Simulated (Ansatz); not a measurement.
# CH₃Al (singlet): B2PLYP, PBE-QIDH, RKS PBE0, RPA-PBE over vertical spin and charge gaps and displaced geometries, cc-pVDZ, part 2 of 2

Ansatz 0.2.0, Gaussian basis; cc-pVDZ, all electrons in the functionals, frozen cores in the correlation of double hybrids and RPA. Earlier steps stand in the parts before.

## 10. RKS PBE0, displaced geometry v1

File in.yaml:

```yaml
crystal:
  periodic: [false, false, false]
  atoms:
    - {symbol: Al, position_ang: [-0.020104, 0.004134, 0.591811]}
    - {symbol: C, position_ang: [0.047018, -0.012010, -1.200038]}
    - {symbol: H, position_ang: [0.210544, 0.047302, 2.100059]}
    - {symbol: H, position_ang: [-0.095129, 0.896994, -1.795499]}
    - {symbol: H, position_ang: [-0.137514, -0.911843, -1.846987]}
basis:
  gaussian: {orbitals: cc-pVDZ}
hamiltonian: {xc: {name: PBE0}}
```

The run is started by

```sh
ansatz run in.yaml --threads 1 --pin off --events-out ev --progress --plain --max-ram 2393MiB
```

The program printed:

```text
Functional definition: PBE0
  name "PBE0"
  cite "Adamo & Barone, J. Chem. Phys. 110, 6158 (1999) doi:10.1063/1.478522"
  cite "Perdew, Burke & Ernzerhof, Phys. Rev. Lett. 77, 3865 (1996) doi:10.1103/PhysRevLett.77.3865"
  parent pbe
  parameter a = 0.25
  parameter kappa = 0.804
  parameter beta = 0.06672455060314922
  exchange = (1 - a)*pbe_x(kappa = kappa, mu = beta*pi^2/3) + a*exact_x
  correlation = pbe_c(beta = beta)
442 factors; integrals over basis functions are off by at most 1.1e-3 eV
mean field evaluation 1: about -7665.9137 eV, gradient 5.7e1 eV
mean field evaluation 2: about -7628.8541 eV, gradient 1.0e2 eV
mean field evaluation 4: about -7675.3269 eV, gradient 5.6e0 eV
mean field evaluation 8: about -7675.4523 eV, gradient 1.0e-1 eV
mean field -7675.45233554 eV, -282.0676707228 hartree, gradient 8.6e-6 eV, S^2 0.000000; 0 other end points of the search recorded, 0 dependent functions left out
reference -7675.45236094 eV, -282.0676716562 hartree; 11, 11 occupied and 36, 36 virtual orbitals, 442 factors
Total energy: -7675.45236094 eV, -282.0676716562 hartree
```

Wall time 0.75 s (1 thread of Arm Neoverse V1, shared host).

From charge 0, singlet: +0.9 kcal/mol.

## 11. RKS PBE0, displaced geometry v2

File in.yaml:

```yaml
crystal:
  periodic: [false, false, false]
  atoms:
    - {symbol: Al, position_ang: [0.029069, 0.002448, 0.582982]}
    - {symbol: C, position_ang: [-0.067850, 0.010821, -1.186120]}
    - {symbol: H, position_ang: [0.124332, -0.021601, 2.148410]}
    - {symbol: H, position_ang: [0.004545, 0.835636, -1.758736]}
    - {symbol: H, position_ang: [-0.098514, -1.008514, -1.861618]}
basis:
  gaussian: {orbitals: cc-pVDZ}
hamiltonian: {xc: {name: PBE0}}
```

The command is unchanged.

The program printed:

```text
Functional definition: PBE0
  name "PBE0"
  cite "Adamo & Barone, J. Chem. Phys. 110, 6158 (1999) doi:10.1063/1.478522"
  cite "Perdew, Burke & Ernzerhof, Phys. Rev. Lett. 77, 3865 (1996) doi:10.1103/PhysRevLett.77.3865"
  parent pbe
  parameter a = 0.25
  parameter kappa = 0.804
  parameter beta = 0.06672455060314922
  exchange = (1 - a)*pbe_x(kappa = kappa, mu = beta*pi^2/3) + a*exact_x
  correlation = pbe_c(beta = beta)
442 factors; integrals over basis functions are off by at most 1.5e-3 eV
mean field evaluation 1: about -7665.3363 eV, gradient 5.8e1 eV
mean field evaluation 2: about -7628.8589 eV, gradient 1.0e2 eV
mean field evaluation 4: about -7675.0015 eV, gradient 4.8e0 eV
mean field evaluation 8: about -7675.0934 eV, gradient 1.4e-1 eV
mean field -7675.09347898 eV, -282.0544829872 hartree, gradient 1.0e-5 eV, S^2 0.000000; 0 other end points of the search recorded, 0 dependent functions left out
reference -7675.09350468 eV, -282.0544839317 hartree; 11, 11 occupied and 36, 36 virtual orbitals, 442 factors
Total energy: -7675.09350468 eV, -282.0544839317 hartree
```

It took 0.75 s on 1 thread of Arm Neoverse V1, shared host.

From charge 0, singlet: +9.2 kcal/mol.

## 12. RPA-PBE, charge 0, singlet

File in.yaml:

```yaml
crystal:
  periodic: [false, false, false]
  atoms:
    - {symbol: Al, position_ang: [-0.022898, 0.000000, 0.584948]}
    - {symbol: C, position_ang: [0.045057, -0.000001, -1.195748]}
    - {symbol: H, position_ang: [0.160619, 0.000001, 2.146962]}
    - {symbol: H, position_ang: [-0.042277, 0.912507, -1.778398]}
    - {symbol: H, position_ang: [-0.042277, -0.912509, -1.778397]}
basis:
  gaussian: {orbitals: cc-pVDZ}
magnetization: {spin_polarized: true, initial_magnetization: 0}
hamiltonian: {xc: {name: PBE}}
correlation: {method: rpa, electrons: outside_noble_gas}
```

The command is unchanged.

The program printed, shortened:

```text
Functional definition: PBE
  name "PBE"
  cite "Perdew, Burke & Ernzerhof, Phys. Rev. Lett. 77, 3865 (1996) doi:10.1103/PhysRevLett.77.3865"
  parent pbe
[...]
443 factors; integrals over basis functions are off by at most 1.1e-3 eV
[...]
mean field -7674.71904685 eV, -282.0407228603 hartree, gradient 5.2e-6 eV, S^2 0.000000; 2 other end points of the search recorded, 0 dependent functions left out
6 core orbitals not correlated: weight in the atoms' cores, before any rotation towards them, 1.000 or more for the frozen orbitals, at most 0.000 for the correlated occupied ones
reference -7657.53563181 eV, -281.4092440051 hartree; 5, 5 occupied and 36, 36 virtual orbitals, 443 factors
Total energy: -7667.73872480 eV, -281.7842007565 hartree
```

Run time: 2.1 s. Hardware: 1 thread of Arm Neoverse V1, shared host.

From the report: ⟨S²⟩ of the determinant 0.000 (pure singlet: 0.00).

## 13. RPA-PBE, charge 0, triplet

in.yaml: that of step 12 with these lines changed.

```diff
@@ -10,3 +10,3 @@
   gaussian: {orbitals: cc-pVDZ}
-magnetization: {spin_polarized: true, initial_magnetization: 0}
+magnetization: {spin_polarized: true, initial_magnetization: 2}
 hamiltonian: {xc: {name: PBE}}
```

The command is unchanged.

The program printed, shortened:

```text
Functional definition: PBE
  name "PBE"
  cite "Perdew, Burke & Ernzerhof, Phys. Rev. Lett. 77, 3865 (1996) doi:10.1103/PhysRevLett.77.3865"
  parent pbe
[...]
443 factors; integrals over basis functions are off by at most 1.1e-3 eV
[...]
mean field -7672.83201533 eV, -281.9713757311 hartree, gradient 2.2e-6 eV, S^2 2.007845; 8 other end points of the search recorded, 0 dependent functions left out
6 core orbitals not correlated: weight in the atoms' cores, before any rotation towards them, 1.000 or more for the frozen orbitals, at most 0.000 for the correlated occupied ones
reference -7656.64523782 eV, -281.3765226292 hartree; 6, 4 occupied and 35, 37 virtual orbitals, 443 factors
Total energy: -7665.83653278 eV, -281.7142964892 hartree
```

Run time: 7 s. Hardware: 1 thread of Arm Neoverse V1, shared host.

From the report: ⟨S²⟩ of the determinant 2.008 (pure triplet: 2.00).

From charge 0, singlet: +43.9 kcal/mol.

## 14. RPA-PBE, charge 1, doublet

in.yaml: that of step 13 with these lines changed.

```diff
@@ -10,3 +10,4 @@
   gaussian: {orbitals: cc-pVDZ}
-magnetization: {spin_polarized: true, initial_magnetization: 2}
+total_charge: 1
+magnetization: {spin_polarized: true, initial_magnetization: 1}
 hamiltonian: {xc: {name: PBE}}
```

The command is unchanged.

The program printed, shortened:

```text
Functional definition: PBE
  name "PBE"
  cite "Perdew, Burke & Ernzerhof, Phys. Rev. Lett. 77, 3865 (1996) doi:10.1103/PhysRevLett.77.3865"
  parent pbe
[...]
443 factors; integrals over basis functions are off by at most 1.1e-3 eV
[...]
mean field -7667.23204629 eV, -281.7655806646 hartree, gradient 4.0e-6 eV, S^2 0.752731; 0 other end points of the search recorded, 0 dependent functions left out
6 core orbitals not correlated: weight in the atoms' cores, before any rotation towards them, 1.000 or more for the frozen orbitals, at most 0.000 for the correlated occupied ones
reference -7651.77381708 eV, -281.1975012192 hartree; 5, 4 occupied and 36, 37 virtual orbitals, 443 factors
Total energy: -7660.27138882 eV, -281.5097812209 hartree
```

Wall time 2 s (1 thread of Arm Neoverse V1, shared host).

From the report: ⟨S²⟩ of the determinant 0.753 (pure doublet: 0.75).

From charge 0, singlet: +172.2 kcal/mol.

## 15. RPA-PBE, displaced geometry v1

File in.yaml:

```yaml
crystal:
  periodic: [false, false, false]
  atoms:
    - {symbol: Al, position_ang: [-0.020104, 0.004134, 0.591811]}
    - {symbol: C, position_ang: [0.047018, -0.012010, -1.200038]}
    - {symbol: H, position_ang: [0.210544, 0.047302, 2.100059]}
    - {symbol: H, position_ang: [-0.095129, 0.896994, -1.795499]}
    - {symbol: H, position_ang: [-0.137514, -0.911843, -1.846987]}
basis:
  gaussian: {orbitals: cc-pVDZ}
magnetization: {spin_polarized: true, initial_magnetization: 0}
hamiltonian: {xc: {name: PBE}}
correlation: {method: rpa, electrons: outside_noble_gas}
```

The command is unchanged.

The program printed, shortened:

```text
Functional definition: PBE
  name "PBE"
  cite "Perdew, Burke & Ernzerhof, Phys. Rev. Lett. 77, 3865 (1996) doi:10.1103/PhysRevLett.77.3865"
  parent pbe
[...]
442 factors; integrals over basis functions are off by at most 1.1e-3 eV
[...]
mean field -7674.69185955 eV, -282.0397237455 hartree, gradient 1.8e-6 eV, S^2 0.000000; 2 other end points of the search recorded, 0 dependent functions left out
6 core orbitals not correlated: weight in the atoms' cores, before any rotation towards them, 1.000 or more for the frozen orbitals, at most 0.000 for the correlated occupied ones
reference -7657.48022474 eV, -281.4072078327 hartree; 5, 5 occupied and 36, 36 virtual orbitals, 442 factors
Total energy: -7667.73190587 eV, -281.7839501653 hartree
```

Run time: 2 s. Hardware: 1 thread of Arm Neoverse V1, shared host.

From the report: ⟨S²⟩ of the determinant 0.000 (pure singlet: 0.00).

From charge 0, singlet: +0.2 kcal/mol.

## 16. RPA-PBE, displaced geometry v2

File in.yaml:

```yaml
crystal:
  periodic: [false, false, false]
  atoms:
    - {symbol: Al, position_ang: [0.029069, 0.002448, 0.582982]}
    - {symbol: C, position_ang: [-0.067850, 0.010821, -1.186120]}
    - {symbol: H, position_ang: [0.124332, -0.021601, 2.148410]}
    - {symbol: H, position_ang: [0.004545, 0.835636, -1.758736]}
    - {symbol: H, position_ang: [-0.098514, -1.008514, -1.861618]}
basis:
  gaussian: {orbitals: cc-pVDZ}
magnetization: {spin_polarized: true, initial_magnetization: 0}
hamiltonian: {xc: {name: PBE}}
correlation: {method: rpa, electrons: outside_noble_gas}
```

Launched as before.

The program printed, shortened:

```text
Functional definition: PBE
  name "PBE"
  cite "Perdew, Burke & Ernzerhof, Phys. Rev. Lett. 77, 3865 (1996) doi:10.1103/PhysRevLett.77.3865"
  parent pbe
[...]
442 factors; integrals over basis functions are off by at most 1.5e-3 eV
[...]
mean field -7674.33354631 eV, -282.0265559769 hartree, gradient 6.0e-7 eV, S^2 0.000000; 2 other end points of the search recorded, 0 dependent functions left out
6 core orbitals not correlated: weight in the atoms' cores, before any rotation towards them, 1.000 or more for the frozen orbitals, at most 0.000 for the correlated occupied ones
reference -7657.11867201 eV, -281.3939210149 hartree; 5, 5 occupied and 36, 36 virtual orbitals, 442 factors
Total energy: -7667.34147691 eV, -281.7696021656 hartree
```

Wall time 2 s (1 thread of Arm Neoverse V1, shared host).

From the report: ⟨S²⟩ of the determinant 0.000 (pure singlet: 0.00).

From charge 0, singlet: +9.2 kcal/mol.

## 17. Against the wave-function levels

No level is safe as a reference over these points; UCCSD(T) serves as a yardstick only. It comes from earlier runs at the same points. Energies in kcal/mol, counted from charge 0, singlet; blanks weren't run or aren't comparable.

```csv
level,singlet to triplet,ionisation to the doublet cation,displacement v1,displacement v2
UCCSD(T),45.9,167.2,0.4,9.3
B2PLYP,45.4,167.9,0.7,9.2
PBE-QIDH,41.8,,,
RKS PBE0,,,0.9,9.2
RPA-PBE,43.9,172.2,0.2,9.2
```

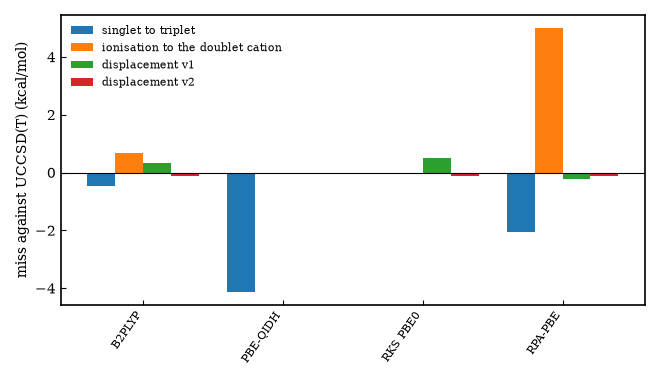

Misses of the gaps against UCCSD(T).

Largest miss and mean time a point (UCCSD(T) took 2.8 s a point; shared hosts):

```csv
level,largest miss (kcal/mol),where,time a point
B2PLYP,+0.7,ionisation to the doublet cation,4 s
PBE-QIDH,-4.1,singlet to triplet,7.3 s
RKS PBE0,+0.5,displacement v1,0.75 s
RPA-PBE,+5.0,ionisation to the doublet cation,3 s
```

## 18. Summary of results

This closing draws on all 2 parts.

```
                                  quantity                                             value
              singlet to triplet, UCCSD(T)                                     45.9 kcal/mol
ionisation to the doublet cation, UCCSD(T)                                    167.2 kcal/mol
                 displacement v1, UCCSD(T)                                      0.4 kcal/mol
                 displacement v2, UCCSD(T)                                      9.3 kcal/mol
                      largest miss, B2PLYP  +0.7 kcal/mol (ionisation to the doublet cation)
                    largest miss, PBE-QIDH                -4.1 kcal/mol (singlet to triplet)
                    largest miss, RKS PBE0                   +0.5 kcal/mol (displacement v1)
                     largest miss, RPA-PBE  +5.0 kcal/mol (ionisation to the doublet cation)
```

**Reading.** Misses are known at 4 of 4 points at best, and only functionals with that many are ranked. Of the functionals, B2PLYP keep the smallest largest miss at the points compared (at most 0.7 kcal/mol) and RPA-PBE strays most (5.0 kcal/mol, at ionisation to the doublet cation). Functionals and the yardstick converge differently with the basis, so part of each miss in cc-pVDZ is the basis. The yardstick itself may be off where one determinant is a poor start.
